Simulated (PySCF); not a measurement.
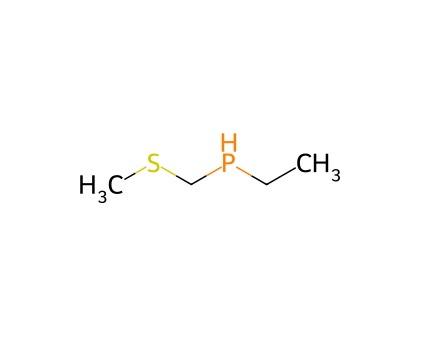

Computed geometry: GFN2-xTB optimisation. No frequency run is at hand to confirm it as a minimum. Properties computed with PBE0/pcSseg-1, gas phase (PySCF 2.14.0).

Q: Estimate the LUMO energy (Kohn–Sham orbital).

A: 0.60 eV.

Q: Give the dipole moment at this level.

A: 2.35 D.

Q: Give the HOMO energy (Kohn–Sham orbital) at this level.

A: −6.21 eV.

The geometry is semi-empirical. Around P such bond lengths and angles can be off by a tenth of an ångström or more and by several degrees, and values that hang on the shape move with them.
